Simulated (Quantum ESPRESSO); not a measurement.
# Carrying a functional's shift from two faces of Rh to a third

Method. Quantum ESPRESSO 7.5 (pw.x, pp.x), PseudoDojo norm-conserving files, cold smearing of 0.02 Ry; slabs at the tabulated lattice constant, relaxed under PBE by pw.x; both functionals on the same atoms. Work functions in eV.

| face | area an atom (Å²) | PBE | PBEsol |
| --- | --- | --- | --- |
| (111) | 6.25 | 5.164 | 5.302 |
| (100) | 7.22 | 5.105 | 5.231 |
| (110) | 10.21 | 4.716 | withheld |

**Question.** What does PBEsol give for (110)?

**Worked estimate.** The shifts from PBE are 5.302 − 5.164 = +0.138 eV and 5.231 − 5.105 = +0.126 eV, +0.132 eV in the mean. A rigid shift gives 4.716 + (+0.132) = 4.848 eV.

What the calculation gave: 4.824 eV; the estimate misses by +0.024 eV. The shift is rigid within 0.03 eV, so differences between faces carry over. The measured value for this face is 4.86 eV (“Anisotropic work function of elemental crystals” (2019, arxiv:1902.07811)): PBE is off by −0.14 eV and PBEsol by −0.04 eV; other measurements of a face can differ by 0.1 to 0.2 eV.

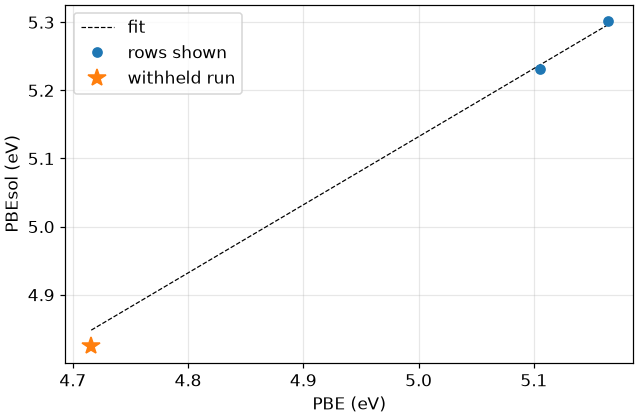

The rows shown, the fit and the withheld run.

**Limits.** Thin, unreconstructed slabs; thickness and mesh leave some 0.05 to 0.1 eV open, which largely cancels in the shift.
